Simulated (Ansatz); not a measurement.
**C₃H₆GeO: density, localisation and related maps**

Input

```
crystal:
  periodic: [false, false, false]
  atoms:
    - { symbol: C, position_ang: [-0.0263, 1.7421, 2.2127] }
    - { symbol: C, position_ang: [0.3023, 0.7202, 1.7804] }
    - { symbol: O, position_ang: [0.7049, -0.4805, 1.2914] }
    - { symbol: Ge, position_ang: [-0.0004, -1.2252, -0.1298] }
    - { symbol: C, position_ang: [0.0793, -0.0562, -1.6769] }
    - { symbol: H, position_ang: [-0.4094, 2.737, 2.5677] }
    - { symbol: H, position_ang: [0.6338, -2.5866, -0.4495] }
    - { symbol: H, position_ang: [1.10583, -1.32002, 1.62987] }
    - { symbol: H, position_ang: [-0.4106, 0.935, -1.3852] }
    - { symbol: H, position_ang: [1.1513, 0.1273, -1.8622] }
    - { symbol: H, position_ang: [-0.426, -0.5141, -2.5159] }
basis:
  gaussian: { orbitals: def2-SVP }
hamiltonian:
  xc: b3lyp
  dispersion: d4
relax:
  f_tol: 0.02
  max_steps: 50
output:
  orbitals: {}
```

Command:

```sh
ansatz run input.yaml --threads 2 --pin off --max-ram 3072MiB --backend cpu --events-out ev --progress --plain --runs-dir out
```

The fields are those of the relaxed geometry.

At this geometry the atoms fall into two loosely joined parts.

Computed with RKS B3LYP-D4/def2-SVP (Ansatz).

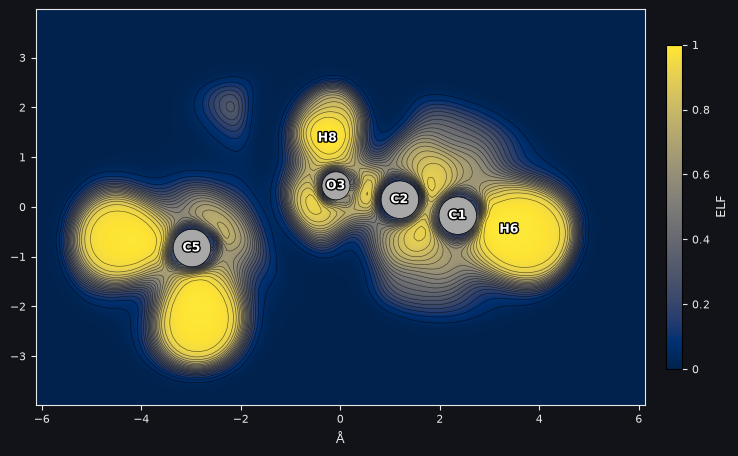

Figure 1. ELF on the plane of atoms C2, O3 and H8. Grey discs cover the atomic cores.

What does the map show?

Answer. Atoms in the plane: C, O and H. C–C (1.21 Å): the ELF peaks at about 0.80 between the atoms (a short, multiple covalent bond). C–O (1.31 Å): the ELF peaks at about 0.90 between the atoms; a polar covalent bond. O–H (0.97 Å): the ELF climbs to about 1 towards the hydrogen, as it does in any bond to H: a covalent bond by its length. C–H (1.07 Å): the ELF climbs to about 1 towards the hydrogen: a covalent bond by its length.

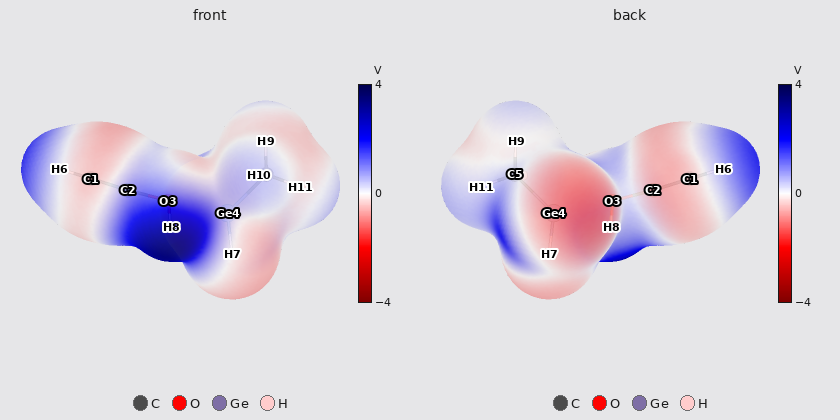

Figure 2. The molecular electrostatic potential painted on the density surface at 0.002 e/bohr³, seen from the front and from behind; red is negative and blue positive.

Where is the surface potential most negative and most positive?

Answer. The most negative region (about −1.1 V, or −25 kcal/mol for a unit charge) lies over Ge4, the most positive (about +3.4 V, or +78 kcal/mol for a unit charge) over H8.

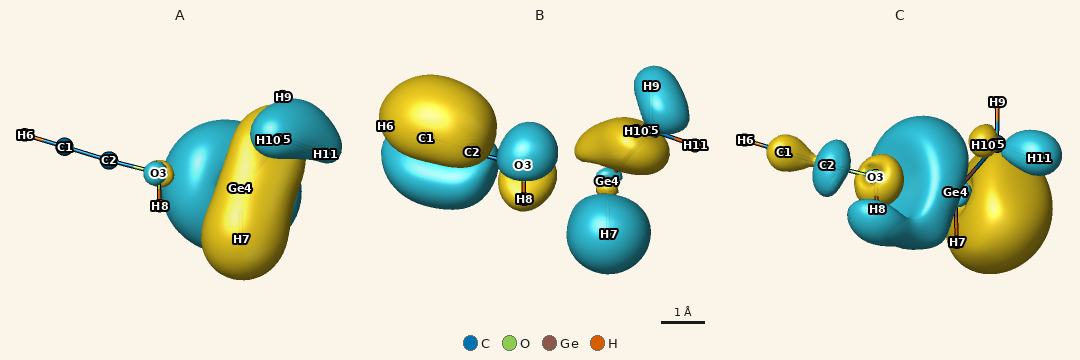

Figure 3. Three frontier orbitals at ±0.08 Å⁻³ᐟ² (yellow and cyan are the two phases), in no order.

Order the three orbitals by energy and name them.

Answer. B is the HOMO−1 (−7.51 eV). By Hirshfeld shares it lies mainly on C1 (about 35 %), C2 (about 25 %), O3 (about 15 %), Ge4 (about 10 %) and H7 (about 10 %). A is the HOMO (−5.81 eV). It lies mainly on Ge4 (about 70 %), C5 (about 15 %) and H7 (about 10 %). C is the LUMO (−1.65 eV). By Hirshfeld shares it lies mainly on Ge4 (about 70 %) and O3 (about 5 %).

What is the HOMO–LUMO gap?

Answer. 4.16 eV between the orbital energies.
